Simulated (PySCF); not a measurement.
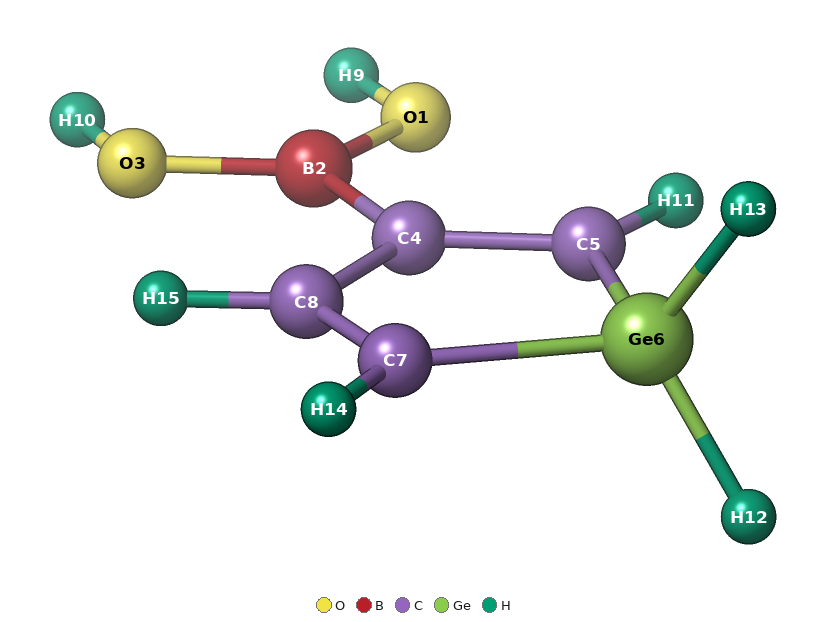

Atoms fade into the background with distance from the viewer. Computed geometry: PBE0-D3(BJ)/def2-SVP optimisation. No frequency run is at hand to confirm it as a minimum.

How is the 5-membered ring C4–C5–Ge6–C7–C8 puckered?

It is planar. The Cremer–Pople amplitude Q is 0.00 Å.

Give the torsion angles round the ring, beginning with the bond from its second to its third atom.

0°, 0°, 0°, 0°, 0°.
